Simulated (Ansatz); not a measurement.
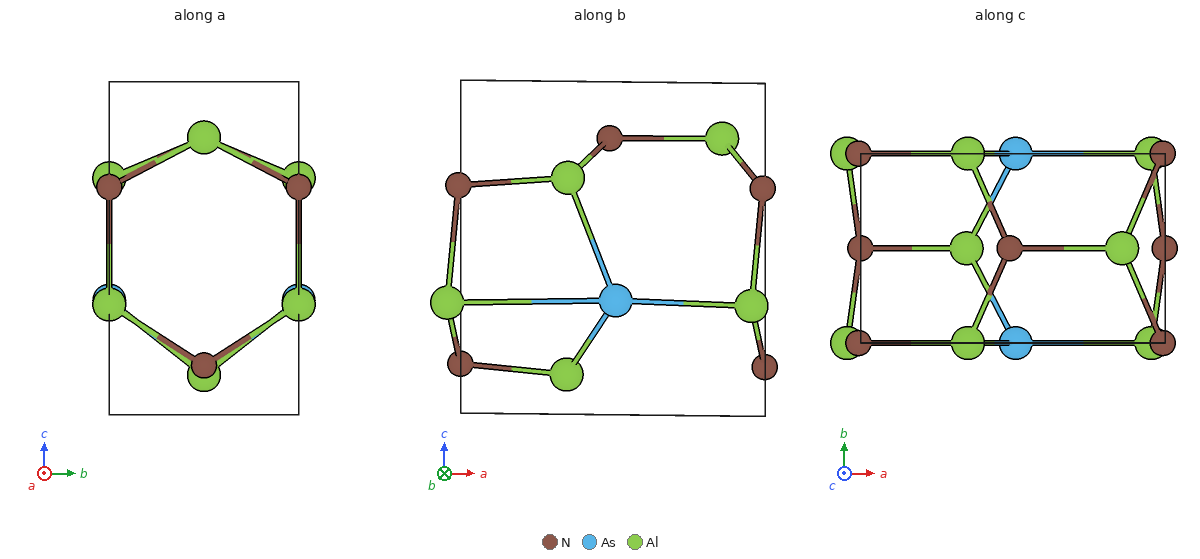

The figure gives a ball-and-stick picture of the atoms, viewed along the a axis, along the b axis and along the c axis. The conventional unit cell is outlined; an atom on or near a face, edge or corner is repeated at each equivalent position.

Lattice parameters: a = 5.3252 Å, b = 3.3150 Å, c = 5.8251 Å, α = 90.000°, β = 90.634°, γ = 90.000°.

> Record the structure as a CIF in P1 with every atom of the cell, with free fractional coordinates to two decimals.

```cif
data_structure
_symmetry_space_group_name_H-M 'P 1'
_symmetry_Int_Tables_number 1
_cell_length_a 5.3252
_cell_length_b 3.3150
_cell_length_c 5.8251
_cell_angle_alpha 90.000
_cell_angle_beta 90.634
_cell_angle_gamma 90.000
_cell_volume 102.83
loop_
_atom_site_label
_atom_site_type_symbol
_atom_site_fract_x
_atom_site_fract_y
_atom_site_fract_z
_atom_site_occupancy
N1 N 0.99 0.00 0.68 1
N2 N 0.00 0.50 0.15 1
N3 N 0.49 0.50 0.83 1
As1 As 0.51 0.00 0.34 1
Al1 Al 0.35 0.00 0.71 1
Al2 Al 0.35 0.50 0.12 1
Al3 Al 0.86 0.50 0.83 1
Al4 Al 0.95 0.00 0.33 1
```

The structure comes from a structure type filled with these elements by a generator (whether the compound takes this form wasn't checked). Earlier steps of the study, as a rule a relaxation of our own, may have changed the cell and positions, so they can lie some per cent off the listed ones. It went into a calculation with Ansatz.
